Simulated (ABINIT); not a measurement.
# Beyond one shot: ZrSe3 (P2_1/m), part 2 of 2

How far does self-consistency move the gap of ZrSe3 (P2_1/m)?

ABINIT 10.8.3; PBEsol and many-body steps on it, plane waves. Known limits of the many-body steps: not at the basis limit; no spin-orbit coupling; coarse k mesh.

So far. Step 5 (evGW0, cycle 1): Against G0W0 in ABINIT (2×4×1 mesh, 187 bands, screening to 89.8 eV, Godby-Needs plasmon pole), the gap moves by +0.129 eV. This first cycle still uses the starting levels; it takes the full correction, at all points of the mesh, and its linearised value is 0.813 eV. Step 6 (evGW0, cycle 2): Against the cycle before, the gap moves by −0.067 eV.

### 7. evGW0, cycle 3

Level of this step: evGW0 on PBEsol, plane waves, norm-conserving pseudopotentials (ABINIT).

run.abi reads:

```
acell 3*1.0 Angstrom
rprim 
  5.410900000000 -0.000000000000 -0.000000000000
  -0.000000000000 3.748800000000 0.000000000000
  -1.229420909100 0.000000000000 9.363634990100
ntypat 2
znucl 40 34
natom 8
typat 1 1 2 2 2 2 2 2
xred 
  0.285000000000 0.250000000000 0.656000000000
  0.715000000000 0.750000000000 0.344000000000
  0.762000000000 0.250000000000 0.554000000000
  0.238000000000 0.750000000000 0.446000000000
  0.456000000000 0.250000000000 0.174000000000
  0.544000000000 0.750000000000 0.826000000000
  0.888000000000 0.250000000000 0.169000000000
  0.112000000000 0.750000000000 0.831000000000
pp_dirpath "pseudos"
pseudos "Zr.upf, Se.upf"
ecut 48
ngkpt 2 4 1
nshiftk 1
shiftk 0 0 0
kptopt 1
chksymbreak 0
istwfk *1
occopt 1
irdwfk 1
optdriver 4
nband 187
gwcalctyp 10
ecutsigx 48
symsigma 1
nkptgw 6
kptgw 
  0.0000000000 0.0000000000 0.0000000000
  0.5000000000 0.0000000000 0.0000000000
  0.0000000000 0.2500000000 0.0000000000
  0.5000000000 0.2500000000 0.0000000000
  0.0000000000 0.5000000000 0.0000000000
  0.5000000000 0.5000000000 0.0000000000
bdgw 
  69 92
  69 92
  69 92
  69 92
  69 92
  69 92
ecuteps 3.3
irdscr 1
ppmodel 1
irdqps 1
indata_prefix "in"
outdata_prefix "out"
tmpdata_prefix "tmp"
```

Started as:

```sh
OMP_NUM_THREADS=1 mpirun -n 4 abinit run.abi > log
```

Numbers of over 12 decimals in the logs are rounded to 6 here.

What it wrote:

```text
.Version 10.8.3 of ABINIT. v10.8.2 released Aug 2026.

 Symmetries : space group P2_1/m (# 11); Bravais mP (primitive monocl.)
[... echo of the input left out ...]
== DATASET  1 ==================================================================
-   mpi_nproc: 4, omp_nthreads: 1 (-1 if OMP is not activated)

--- !DatasetInfo
iteration_state: {dtset: 1, }
dimensions: {natom: 8, nkpt: 6, mband: 187, nsppol: 1, nspinor: 1, nspden: 1, mpw: 20400, }
cutoff_energies: {ecut:  48.0, pawecutdg:  -1.0, }
[...]
.  kptgw no:  4; Maximum DeltaE = (  -0.001  -0.001) for band index: 24
.  kptgw no:  5; Maximum DeltaE = (  -0.009   0.003) for band index: 24
.  kptgw no:  6; Maximum DeltaE = (  -0.005   0.001) for band index:  1

== END DATASET(S) ==============================================================
================================================================================

 -outvars: echo values of variables after computation  --------
           etotal      0.0000000000E+00
            nband         187
             nkpt           6
          spgroup          11
 [... the other variables as echoed above ...]

 Calculation completed.
```

Elapsed: 6 min, on 4 MPI ranks of Arm Neoverse V2, shared host; peak memory 8.1 GiB.

Numbers from this step:

- quasiparticle gap on the mesh: 0.8820 eV
- gap of the density functional on the mesh: 0.3157 eV
- k of the valence top: 0, 0, 0
- k of the conduction bottom: 0.5, 0, 0
- least direct quasiparticle gap on the computed points: 1.234 eV

Against the cycle before, the gap moves by +0.007 eV.

### 8. Screening, 2×4×1 mesh, 187 bands, screening to 89.8 eV

This step: RPA screening on PBEsol, plane waves, norm-conserving pseudopotentials.

Edit run.abi of step 7 so:

```diff
@@ -29,26 +29,13 @@
 irdwfk 1
-optdriver 4
+optdriver 3
 nband 187
+ecuteps 3.3
+inclvkb 2
+awtr 1
+symchi 1
 gwcalctyp 10
-ecutsigx 48
-symsigma 1
-nkptgw 6
-kptgw 
-  0.0000000000 0.0000000000 0.0000000000
-  0.5000000000 0.0000000000 0.0000000000
-  0.0000000000 0.2500000000 0.0000000000
-  0.5000000000 0.2500000000 0.0000000000
-  0.0000000000 0.5000000000 0.0000000000
-  0.5000000000 0.5000000000 0.0000000000
-bdgw 
-  69 92
-  69 92
-  69 92
-  69 92
-  69 92
-  69 92
-ecuteps 3.3
-irdscr 1
-ppmodel 1
-irdqps 1
+mbpt_sciss 0.807 eV
+nqptdm 1
+qptdm 
+  0 0 0
 indata_prefix "in"
```

What it wrote:

```text
.Version 10.8.3 of ABINIT. v10.8.2 released Aug 2026.

 Symmetries : space group P2_1/m (# 11); Bravais mP (primitive monocl.)
[... echo of the input left out ...]
== DATASET  1 ==================================================================
-   mpi_nproc: 4, omp_nthreads: 1 (-1 if OMP is not activated)

--- !DatasetInfo
iteration_state: {dtset: 1, }
dimensions: {natom: 8, nkpt: 6, mband: 187, nsppol: 1, nspinor: 1, nspden: 1, mpw: 20400, }
cutoff_energies: {ecut:  48.0, pawecutdg:  -1.0, }
electrons: {nelect:   1.68000000E+02, charge:   0.00000000E+00, occopt:   1.00000000E+00, tsmear:   1.00000000E-02, }

 SCREENING: Calculation of the susceptibility and dielectric matrices

 Based on a program developped by R.W. Godby, V. Olevano, G. Onida, and L. Reining.
 Incorporated in ABINIT by V. Olevano, G.-M. Rignanese, and M. Torrent.
.Using double precision arithmetic ; gwpc =  8

[... cell and pseudopotentials left out ...]
--------------------------------------------------------------------------------

 ==== K-mesh for the wavefunctions ====
 Number of points in the irreducible wedge :     6
[... list of points left out ...]
 Together with  4 symmetry operations and time-reversal symmetry
 yields     8 points in the full Brillouin Zone.

 ==== Q-mesh for the screening function ====
 Number of points in the irreducible wedge :     6
[... list of points left out ...]
 Together with  4 symmetry operations and time-reversal symmetry
 yields     8 points in the full Brillouin Zone.

 setmesh: FFT mesh size selected  =    45x   30x   72
          total number of points  =        97200

 vcoul_init : cutoff-mode = AUXILIARY_FUNCTION
 q-points for optical limit:   1
     1)      0.000010    0.000020    0.000030

 Dielectric matrix will be calculated only for some
 selected q points provided by the user through the input variables
 nqptdm and qptdm

- screening: taking advantage of time-reversal symmetry
- Maximum band index for partially occupied states nbvw = 84
- Remaining bands to be divided among processors   nbcw = 103
- Number of bands treated by each node ~25

 rdqps: reading QP wavefunctions of the previous step
        looking for file in_QPS
 file not found, 1st iteration initialized with KS eigenelements

 screening : performing a first self-consistency
 update of the energies in W by a scissor operator
 applying a scissor operator of [eV] :   0.807

 Number of electrons calculated from density =  168.0000; Expected =  168.0000
 average of density, n =  0.131071
 r_s =    1.2212
 omega_plasma =   34.9228 [eV]

 calculating chi0 at frequencies [eV] :
  1    0.000000E+00    0.000000E+00
  2    0.000000E+00    3.492278E+01

--------------------------------------------------------------------------------
  q-point number  1        q = ( 0.000000, 0.000000, 0.000000) [r.l.u.]
--------------------------------------------------------------------------------
[... chi0 elements left out ...]
 For q-point:  0.000010 0.000020 0.000030
  dielectric constant =  12.2562
  dielectric constant without local fields =  14.0678

  Average fulfillment of the sum rule on Im[epsilon] for q-point    1 :     29.70  [%]
[... wings left out ...]
== END DATASET(S) ==============================================================
================================================================================

 -outvars: echo values of variables after computation  --------
           etotal      0.0000000000E+00
            nband         187
             nkpt           6
          spgroup          11
 [... the other variables as echoed above ...]

 Calculation completed.
```

Elapsed: 4.9 min, on 4 MPI ranks; peak memory 5.7 GiB; 19 min of CPU time.

Numbers from this step:

```yaml
eps_infinity_with_local_fields_on_this_mesh_along_the_program_s_q_direction: 12.26
the_same_without_local_fields: 14.07
plasma_frequency: 34.92 eV
plane_waves_in_the_screening_matrix: 357
```

This screening uses the functional's bands under a rigid shift, the mean opening of the cycle before.

### 9. Screening, 2×4×1 mesh, 187 bands, screening to 89.8 eV

This step: RPA screening on PBEsol from quasiparticle energies, plane waves, norm-conserving pseudopotentials.

Edit run.abi of step 8 so:

```diff
@@ -35,7 +35,11 @@
 symchi 1
+irdqps 1
 gwcalctyp 10
-mbpt_sciss 0.807 eV
-nqptdm 1
+nqptdm 5
 qptdm 
-  0 0 0
+  0.5000000000 0.0000000000 0.0000000000
+  0.0000000000 0.2500000000 0.0000000000
+  0.5000000000 0.2500000000 0.0000000000
+  0.0000000000 0.5000000000 0.0000000000
+  0.5000000000 0.5000000000 0.0000000000
 indata_prefix "in"
```

mrgscr.stdin reads:

```
2
merged
q0_SCR
out_SCR
1
```

Started as:

```sh
OMP_NUM_THREADS=1 mpirun -n 4 abinit run.abi > log; mrgscr < mrgscr.stdin
```

What it wrote:

```text
.Version 10.8.3 of ABINIT. v10.8.2 released Aug 2026.

 Symmetries : space group P2_1/m (# 11); Bravais mP (primitive monocl.)
[... echo of the input left out ...]
== DATASET  1 ==================================================================
-   mpi_nproc: 4, omp_nthreads: 1 (-1 if OMP is not activated)

--- !DatasetInfo
iteration_state: {dtset: 1, }
dimensions: {natom: 8, nkpt: 6, mband: 187, nsppol: 1, nspinor: 1, nspden: 1, mpw: 20400, }
cutoff_energies: {ecut:  48.0, pawecutdg:  -1.0, }
[...]
q-point number  1        q = ( 0.500000, 0.000000, 0.000000) [r.l.u.]
--------------------------------------------------------------------------------
[... chi0 elements left out ...]
  Average fulfillment of the sum rule on Im[epsilon] for q-point    2 :     30.61  [%]

--------------------------------------------------------------------------------
  q-point number  2        q = ( 0.000000, 0.250000, 0.000000) [r.l.u.]
--------------------------------------------------------------------------------
[... chi0 elements left out ...]
  Average fulfillment of the sum rule on Im[epsilon] for q-point    3 :     30.85  [%]

 [... 3 further q-points ...]
```

Elapsed: 1.8 min, on 4 MPI ranks; peak memory 5 GiB; 7 min of CPU time.

Numbers from this step:

```yaml
plasma_frequency: 34.92 eV
plane_waves_in_the_screening_matrix: 357
```

This screening reads the quasiparticle levels of the cycle before.

### 10. evGW, cycle 1

This step: evGW on PBEsol, plane waves, norm-conserving pseudopotentials.

Edit run.abi of step 9 so:

```diff
@@ -29,12 +29,10 @@
 irdwfk 1
-optdriver 3
+optdriver 4
 nband 187
-ecuteps 3.3
-inclvkb 2
-awtr 1
-symchi 1
-irdqps 1
 gwcalctyp 10
-nqptdm 5
-qptdm 
+ecutsigx 48
+symsigma 1
+nkptgw 6
+kptgw 
+  0.0000000000 0.0000000000 0.0000000000
   0.5000000000 0.0000000000 0.0000000000
@@ -44,2 +42,13 @@
   0.5000000000 0.5000000000 0.0000000000
+bdgw 
+  69 92
+  69 92
+  69 92
+  69 92
+  69 92
+  69 92
+ecuteps 3.3
+irdscr 1
+ppmodel 1
+irdqps 1
 indata_prefix "in"
```

Started as:

```sh
OMP_NUM_THREADS=1 mpirun -n 4 abinit run.abi > log
```

What it wrote:

```text
.Version 10.8.3 of ABINIT. v10.8.2 released Aug 2026.

 Symmetries : space group P2_1/m (# 11); Bravais mP (primitive monocl.)
[... echo of the input left out ...]
== DATASET  1 ==================================================================
-   mpi_nproc: 4, omp_nthreads: 1 (-1 if OMP is not activated)

--- !DatasetInfo
iteration_state: {dtset: 1, }
dimensions: {natom: 8, nkpt: 6, mband: 187, nsppol: 1, nspinor: 1, nspden: 1, mpw: 20400, }
cutoff_energies: {ecut:  48.0, pawecutdg:  -1.0, }
[...]
.  kptgw no:  4; Maximum DeltaE = (  -0.083  -0.000) for band index:  1
.  kptgw no:  5; Maximum DeltaE = (  -0.067  -0.000) for band index:  3
.  kptgw no:  6; Maximum DeltaE = (  -0.074  -0.004) for band index: 22

== END DATASET(S) ==============================================================
================================================================================

 -outvars: echo values of variables after computation  --------
           etotal      0.0000000000E+00
            nband         187
             nkpt           6
          spgroup          11
 [... the other variables as echoed above ...]

 Calculation completed.
```

Run time: 6 min. Hardware: 4 MPI ranks; peak memory 8.1 GiB; 24 min of CPU time.

Numbers from this step:

- quasiparticle gap on the mesh: 0.9950 eV
- gap of the density functional on the mesh: 0.3157 eV
- k of the valence top: 0, 0, 0
- k of the conduction bottom: 0.5, 0, 0
- least direct quasiparticle gap on the computed points: 1.367 eV

Against G0W0 in ABINIT (2×4×1 mesh, 187 bands, screening to 89.8 eV, Godby-Needs plasmon pole), the gap moves by +0.182 eV.

### 11. Screening, 2×4×1 mesh, 187 bands, screening to 89.8 eV

This step: RPA screening on PBEsol, plane waves, norm-conserving pseudopotentials.

Edit run.abi of step 10 so:

```diff
@@ -29,26 +29,13 @@
 irdwfk 1
-optdriver 4
+optdriver 3
 nband 187
+ecuteps 3.3
+inclvkb 2
+awtr 1
+symchi 1
 gwcalctyp 10
-ecutsigx 48
-symsigma 1
-nkptgw 6
-kptgw 
-  0.0000000000 0.0000000000 0.0000000000
-  0.5000000000 0.0000000000 0.0000000000
-  0.0000000000 0.2500000000 0.0000000000
-  0.5000000000 0.2500000000 0.0000000000
-  0.0000000000 0.5000000000 0.0000000000
-  0.5000000000 0.5000000000 0.0000000000
-bdgw 
-  69 92
-  69 92
-  69 92
-  69 92
-  69 92
-  69 92
-ecuteps 3.3
-irdscr 1
-ppmodel 1
-irdqps 1
+mbpt_sciss 0.942 eV
+nqptdm 1
+qptdm 
+  0 0 0
 indata_prefix "in"
```

What it wrote:

```text
.Version 10.8.3 of ABINIT. v10.8.2 released Aug 2026.

 Symmetries : space group P2_1/m (# 11); Bravais mP (primitive monocl.)
[... echo of the input left out ...]
== DATASET  1 ==================================================================
-   mpi_nproc: 4, omp_nthreads: 1 (-1 if OMP is not activated)

--- !DatasetInfo
iteration_state: {dtset: 1, }
dimensions: {natom: 8, nkpt: 6, mband: 187, nsppol: 1, nspinor: 1, nspden: 1, mpw: 20400, }
cutoff_energies: {ecut:  48.0, pawecutdg:  -1.0, }
[...]
[... chi0 elements left out ...]
 For q-point:  0.000010 0.000020 0.000030
  dielectric constant =  11.8221
  dielectric constant without local fields =  13.5496

  Average fulfillment of the sum rule on Im[epsilon] for q-point    1 :     29.94  [%]
[... wings left out ...]
== END DATASET(S) ==============================================================
================================================================================

 -outvars: echo values of variables after computation  --------
           etotal      0.0000000000E+00
            nband         187
             nkpt           6
          spgroup          11
 [... the other variables as echoed above ...]

 Calculation completed.
```

It took 4.9 min on 4 MPI ranks; peak memory 5.7 GiB; 20 min of CPU time.

Numbers from this step:

| Quantity | Value |
| --- | --- |
| ε∞ with local fields, on this mesh, along the program's q direction | 11.82 |
| the same without local fields | 13.55 |
| plasma frequency | 34.92 eV |
| plane waves in the screening matrix | 357 |

This screening uses the functional's bands under a rigid shift, the mean opening of the cycle before.

### 12. Screening, 2×4×1 mesh, 187 bands, screening to 89.8 eV

This step: RPA screening on PBEsol from quasiparticle energies, plane waves, norm-conserving pseudopotentials.

Edit run.abi of step 11 so:

```diff
@@ -35,7 +35,11 @@
 symchi 1
+irdqps 1
 gwcalctyp 10
-mbpt_sciss 0.942 eV
-nqptdm 1
+nqptdm 5
 qptdm 
-  0 0 0
+  0.5000000000 0.0000000000 0.0000000000
+  0.0000000000 0.2500000000 0.0000000000
+  0.5000000000 0.2500000000 0.0000000000
+  0.0000000000 0.5000000000 0.0000000000
+  0.5000000000 0.5000000000 0.0000000000
 indata_prefix "in"
```

mrgscr.stdin is that of step 9.

Started as:

```sh
OMP_NUM_THREADS=1 mpirun -n 4 abinit run.abi > log; mrgscr < mrgscr.stdin
```

What it wrote:

```text
.Version 10.8.3 of ABINIT. v10.8.2 released Aug 2026.

 Symmetries : space group P2_1/m (# 11); Bravais mP (primitive monocl.)
[... echo of the input left out ...]
== DATASET  1 ==================================================================
-   mpi_nproc: 4, omp_nthreads: 1 (-1 if OMP is not activated)

--- !DatasetInfo
iteration_state: {dtset: 1, }
dimensions: {natom: 8, nkpt: 6, mband: 187, nsppol: 1, nspinor: 1, nspden: 1, mpw: 20400, }
cutoff_energies: {ecut:  48.0, pawecutdg:  -1.0, }
[...]
q-point number  1        q = ( 0.500000, 0.000000, 0.000000) [r.l.u.]
--------------------------------------------------------------------------------
[... chi0 elements left out ...]
  Average fulfillment of the sum rule on Im[epsilon] for q-point    2 :     30.81  [%]

--------------------------------------------------------------------------------
  q-point number  2        q = ( 0.000000, 0.250000, 0.000000) [r.l.u.]
--------------------------------------------------------------------------------
[... chi0 elements left out ...]
  Average fulfillment of the sum rule on Im[epsilon] for q-point    3 :     31.05  [%]

 [... 3 further q-points ...]
```

Wall time 1.8 min (4 MPI ranks); peak memory 5 GiB.

Numbers from this step:

| Quantity | Value |
| --- | --- |
| plasma frequency | 34.92 eV |
| plane waves in the screening matrix | 357 |

This screening reads the quasiparticle levels of the cycle before.

### 13. evGW, cycle 2

This step: evGW on PBEsol, plane waves, norm-conserving pseudopotentials.

Edit run.abi of step 12 so:

```diff
@@ -29,12 +29,10 @@
 irdwfk 1
-optdriver 3
+optdriver 4
 nband 187
-ecuteps 3.3
-inclvkb 2
-awtr 1
-symchi 1
-irdqps 1
 gwcalctyp 10
-nqptdm 5
-qptdm 
+ecutsigx 48
+symsigma 1
+nkptgw 6
+kptgw 
+  0.0000000000 0.0000000000 0.0000000000
   0.5000000000 0.0000000000 0.0000000000
@@ -44,2 +42,13 @@
   0.5000000000 0.5000000000 0.0000000000
+bdgw 
+  69 92
+  69 92
+  69 92
+  69 92
+  69 92
+  69 92
+ecuteps 3.3
+irdscr 1
+ppmodel 1
+irdqps 1
 indata_prefix "in"
```

Started as:

```sh
OMP_NUM_THREADS=1 mpirun -n 4 abinit run.abi > log
```

What it wrote:

```text
.Version 10.8.3 of ABINIT. v10.8.2 released Aug 2026.

 Symmetries : space group P2_1/m (# 11); Bravais mP (primitive monocl.)
[... echo of the input left out ...]
== DATASET  1 ==================================================================
-   mpi_nproc: 4, omp_nthreads: 1 (-1 if OMP is not activated)

--- !DatasetInfo
iteration_state: {dtset: 1, }
dimensions: {natom: 8, nkpt: 6, mband: 187, nsppol: 1, nspinor: 1, nspden: 1, mpw: 20400, }
cutoff_energies: {ecut:  48.0, pawecutdg:  -1.0, }
[...]
.  kptgw no:  4; Maximum DeltaE = (  -0.006   0.000) for band index:  2
.  kptgw no:  5; Maximum DeltaE = (  -0.005   0.000) for band index:  5
.  kptgw no:  6; Maximum DeltaE = (  -0.003   0.000) for band index:  3

== END DATASET(S) ==============================================================
================================================================================

 -outvars: echo values of variables after computation  --------
           etotal      0.0000000000E+00
            nband         187
             nkpt           6
          spgroup          11
 [... the other variables as echoed above ...]

 Calculation completed.
```

Elapsed: 6 min, on 4 MPI ranks; peak memory 8.1 GiB.

Numbers from this step:

- quasiparticle gap on the mesh: 1 eV
- gap of the density functional on the mesh: 0.3157 eV
- k of the valence top: 0, 0, 0
- k of the conduction bottom: 0.5, 0, 0
- least direct quasiparticle gap on the computed points: 1.374 eV

Against the cycle before, the gap moves by +0.005 eV.

### 14. Side by side

Times are wall times on 4 MPI ranks of Arm Neoverse V2, shared host, good to a factor of about two. A run's time includes the screening step that it read.

```csv
run,mesh,bands,screening cutoff (eV),DFT gap (eV),gap on the mesh (eV),direct (eV),ε∞ used,time
G0W0,2×4×1,187,89.8,0.316,0.813,1.141,16.40,7 min
"evGW0, cycle 1",2×4×1,187,89.8,0.316,0.942,1.263,16.40,12 min
"evGW0, cycle 2",2×4×1,187,89.8,0.316,0.875,1.236,16.40,13 min
"evGW0, cycle 3",2×4×1,187,89.8,0.316,0.882,1.234,16.40,13 min
"evGW, cycle 1",2×4×1,187,89.8,0.316,0.995,1.367,12.26,13 min
"evGW, cycle 2",2×4×1,187,89.8,0.316,1.000,1.374,11.82,13 min
```

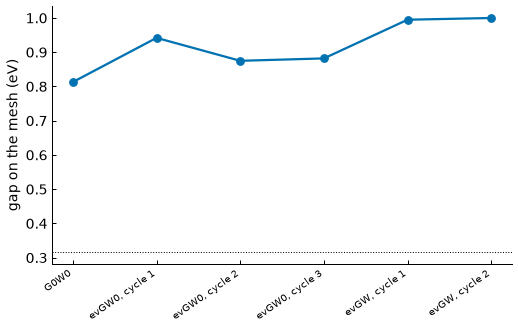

The gap through the cycles; the dotted line is the starting gap.

### 15. Results

| Property | Result |
| --- | --- |
| G0W0 | 0.813 eV |
| evGW0, cycle 1 | 0.942 eV |
| evGW0, cycle 2 | 0.875 eV |
| evGW0, cycle 3 | 0.882 eV |
| evGW, cycle 1 | 0.995 eV |
| evGW, cycle 2 | 1.000 eV |
| known limits | not at the basis limit; no spin-orbit coupling; coarse k mesh |

In words: Only the bands that the input lists are updated; the others, empty or deep, keep the functional's energies or take a rigid shift. The evGW loop starts from the last levels of evGW0, so its cycles and time come on top of those. evGW0 ends at 0.88 eV, +0.07 eV from G0W0, after 3 cycles that took 18 min beside the first screening; the last moved the gap by 0.007 eV. evGW ends at 1.00 eV, +0.19 eV from G0W0, after 2 cycles that took 25 min beside the first screening; the last moved the gap by 0.005 eV. The first cycle of evGW0 takes the full correction, without the factor Z, so it overshoots the one-shot value. Bands and cutoff are finite, so the gap is not at the basis limit. The miss can reach some tenths of an eV and take either sign; the mesh is an error of its own. The 2×4×1 mesh is coarse for this cell, which bears on the long-range parts of exchange and screening. In the updated screening the q = 0 part is built from Kohn-Sham bands under a rigid shift, the other q from the quasiparticle levels. The many-body steps are scalar-relativistic: spin-orbit coupling is not in them.

[Paths, hosts, dates, memory and timing lines, banners, echoed tables and standing remarks are left out of the program output.]

[Logs are printed without paths, hosts, clocks, repeated set-up lines and the standing remarks that a program may print on its own settings, such as how far it seeks lower states.]

[Runs of the session that timed out or met a known fault of the program may be left out.]

[Hosts, paths, dates, database ids (printed as entryN), source tags and the programs' standing remarks are cut or masked in the printed files.]

[G0W0 gaps are taken among the corrected bands and points alone; a level outside them can change the order at an edge.]

[Where Ansatz stands beside ABINIT at settings called matched, ABINIT's density can come from a denser mesh and the files from another edition; pairs whose starting gaps differed by over 0.03 eV were left out, so agreement reads better than it is.]
